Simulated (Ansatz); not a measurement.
Br₃FGe (SMILES [F][Ge]([Br])([Br])[Br])

```xyz
5

Br   -1.3025    1.3756    1.1808
Br   -0.9567   -0.7039   -1.9215
Br    2.0850    0.8007   -0.3235
F     0.2071   -1.4797    0.9955
Ge    0.0170   -0.0664    0.0271
```

Geometry: PBE0-D4/def2-SVP.

Computed with isolated molecule in a Gaussian basis; Kohn-Sham density functional theory, functional PBE0 (Ansatz).

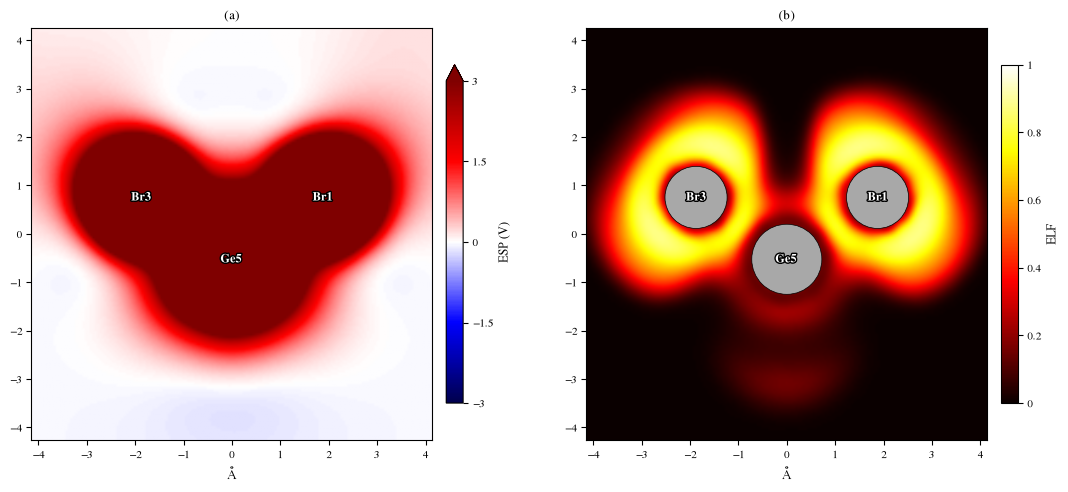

Figure 1. (a) electrostatic potential; (b) electron localisation function on the plane of atoms Br1, Ge5 and Br3. Grey discs cover the atomic cores in the ELF map.

> Describe what can be read from this map.

Atoms in the plane: Br and Ge. Ge–Br (2.27 Å): the ELF peaks at about 0.75 in the valence shell of Br, 1.0 Å from its nucleus, and is about 0.75 at the midpoint. The ELF also peaks beside Br1 and Br3, away from the bonds: lone-pair regions. The potential has no marked negative region in this plane.

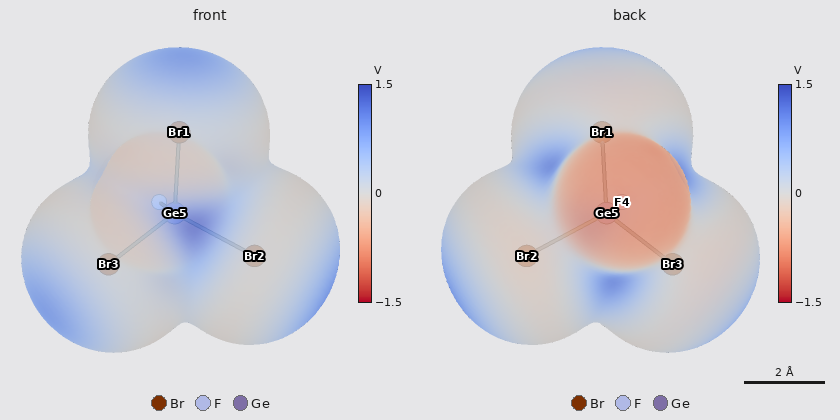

Figure 2. The molecular electrostatic potential painted on the density surface at 0.001 e/bohr³, seen from the front and from behind; the colour scale runs from red (negative) to blue (positive).

> Which sites attract a positive test charge, and which a negative one?

A positive charge is drawn to the negative regions and a negative charge to the positive ones. The most negative region (about −0.8 V, or −18 kcal/mol for a unit charge) lies over F4, the most positive (about +1.0 V, or +23 kcal/mol for a unit charge) over Ge5. Br1 shows a σ-hole: about +0.8 V, or +18 kcal/mol for a unit charge at the tip opposite its bond, against about 0.0 V on its flanks. Br2 shows a σ-hole: about +0.8 V, or +18 kcal/mol for a unit charge at the tip opposite its bond, against about 0.0 V on its flanks. Br3 shows a σ-hole: about +0.8 V, or +18 kcal/mol for a unit charge at the tip opposite its bond, against about 0.0 V on its flanks.

> What dipole moment does the calculation give?

Its dipole moment is 1.26 D.

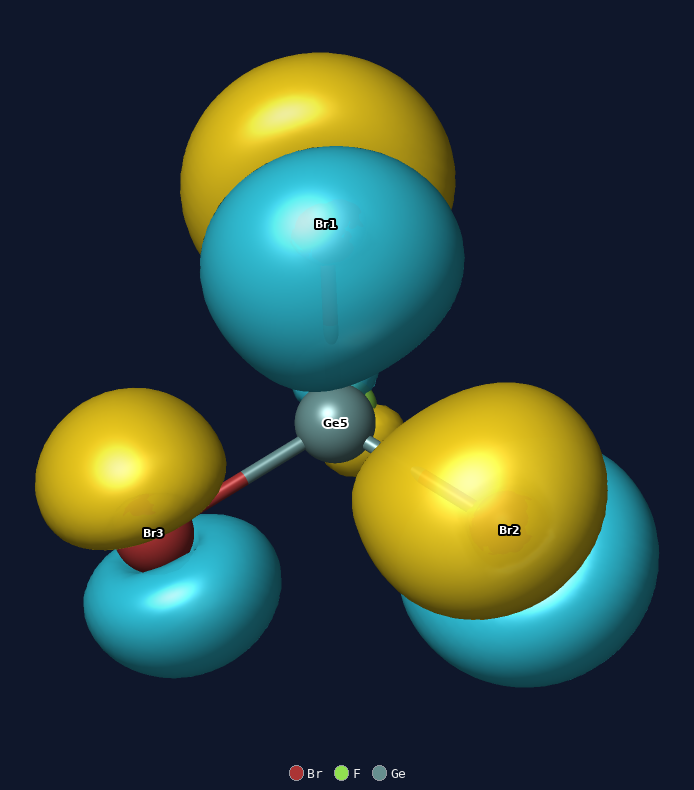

Figure 3. The HOMO−1 at ±0.06 Å⁻³ᐟ² (yellow and cyan are the two phases), seen across its widest extent.

> What is the character of this orbital?

By Hirshfeld shares it lies mainly on Br1 (about 50 %), Br2 (about 35 %) and Br3 (about 10 %); largely a combination of lone pairs on Br1, Br2 and Br3. It is one of a degenerate set, so its orientation is arbitrary. Its energy is −9.23 eV.
